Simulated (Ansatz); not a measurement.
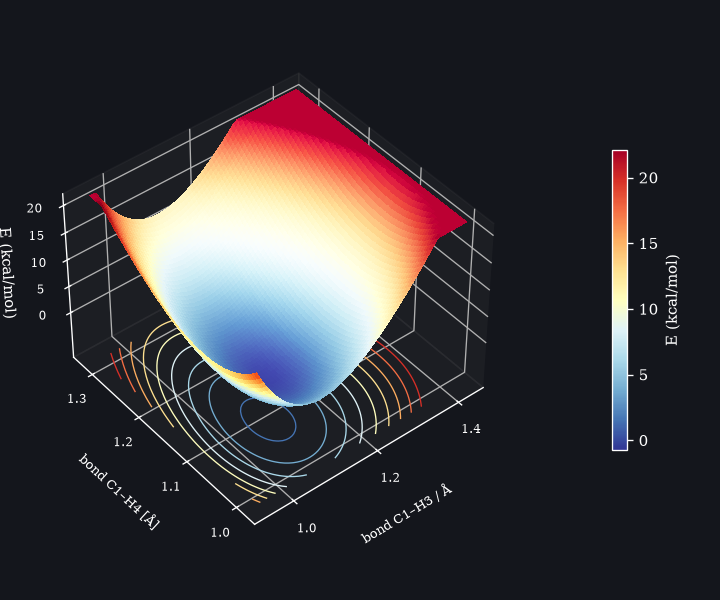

Energy landscape of CH₂F, SMILES [CH2+]F, charge +1. 
- Two internal coordinates are moved rigidly from the geometry relaxed at PBE0-D4/def2-TZVP, all others fixed.
- Coordinates scanned: (1) bond C1–H3; (2) bond C1–H4.
- Grid: 7 × 7 points.
- Points are written as (first, second).
- Energies are in kcal/mol, from the lowest grid point.
- The calculation used RHF-CCSD(T), frozen core/def2-TZVPP (Ansatz 0.2.0).

The picture shows a relief with its contours projected below, any walls above the top of the colour scale cut off. Between grid points the surface is interpolated. 

**Describe this landscape.**

The lowest grid point is at (1.060 Å, 1.067 Å). The bottom of the well lies between grid points, at about (1.093 Å, 1.093 Å), about 0.74 kcal/mol lower on the interpolated surface. No other kind of well shows on this grid. The highest grid point, (1.427 Å, 1.317 Å), lies 36.5 kcal/mol above the lowest. Round the minimum the contours are nearly round: the two directions are equally stiff and uncoupled.

The values on the grid:

```csv
"bond C1–H4 ↓, bond C1–H3 →",0.944,0.991,1.060,1.140,1.229,1.325,1.427
1.317,24.3,17.6,13.0,13.2,18.0,26.2,36.5
1.248,18.2,11.4,6.9,7.2,12.0,20.2,30.6
1.182,13.7,6.9,2.4,2.7,7.5,15.8,26.3
1.121,11.3,4.5,0.0,0.4,5.2,13.5,24.1
1.067,11.2,4.5,0.0,0.4,5.2,13.6,24.2
1.020,13.3,6.6,2.1,2.5,7.4,15.7,26.4
0.988,16.2,9.5,5.0,5.4,10.3,18.7,29.3
```

The input of one point:

```yaml
crystal:
  periodic: [false, false, false]
  atoms:
    - {symbol: C, position_ang: [-0.040004, -0.028532, -0.027083]}
    - {symbol: F, position_ang: [0.833760, 0.594398, 0.564543]}
    - {symbol: H, position_ang: [-0.658004, 0.518947, -0.691870]}
    - {symbol: H, position_ang: [-0.115452, -1.127208, 0.182344]}
basis:
  gaussian: {orbitals: def2-TZVPP}
total_charge: 1
correlation: {method: ccsd_t}
```
